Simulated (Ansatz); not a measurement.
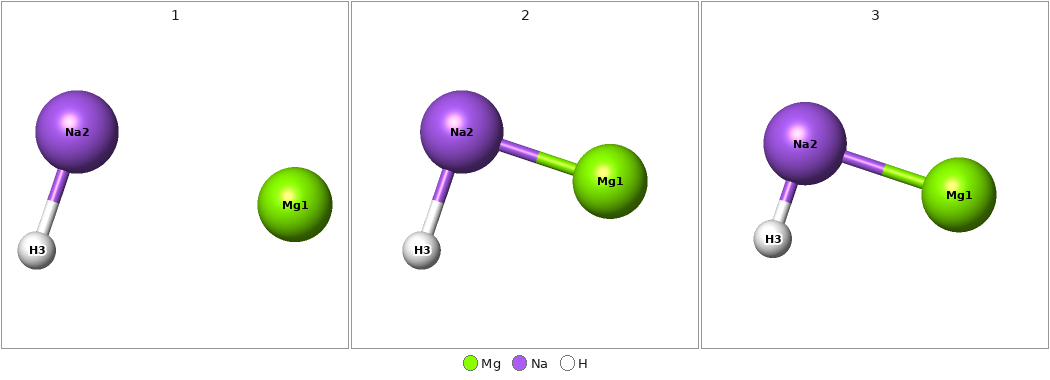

The system Mg + NaH. 
- The first coordinate is: distance Mg1–Na2; the second: distance Na2–H3.
- Nothing is relaxed (the angle Mg1–Na2–H3 is fixed at 90 degrees).
- The scan uses a 10 × 10 grid.
- Energies are in kJ/mol, from the lowest grid point.
- The reference is spin-restricted, so regions where a bond is pulled apart into radicals lie too high.
- Theory: RKS wB97X-V/def2-SVPD in Ansatz.

The numbered pictures are structures from this grid.

Q: Which is the most stable, and how do the others follow?

A: 1, at distance Mg1–Na2 = 3.610 Å, distance Na2–H3 = 1.960 Å: 0 kJ/mol; 2, at distance Mg1–Na2 = 2.456 Å, distance Na2–H3 = 1.960 Å: 54 kJ/mol; 3, at distance Mg1–Na2 = 2.548 Å, distance Na2–H3 = 1.576 Å: 78 kJ/mol.

The map, with the structures marked:

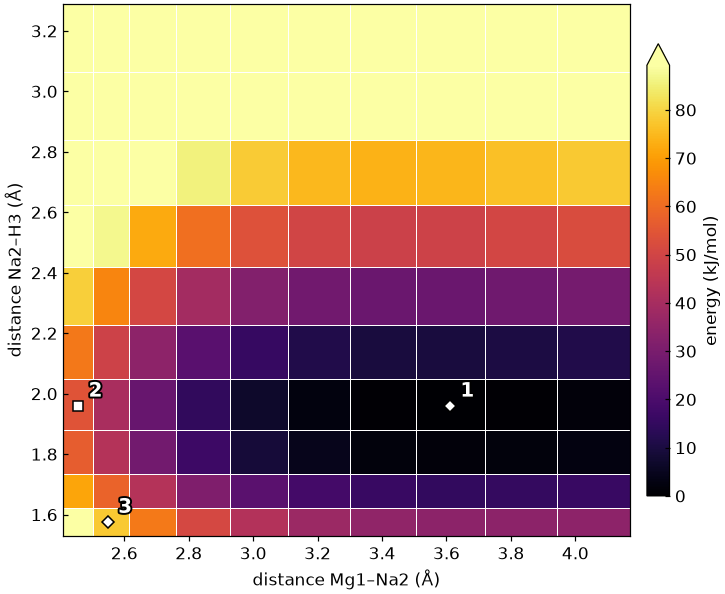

Drawn: one coloured cell a grid point, one colour for all values above the top of the scale.
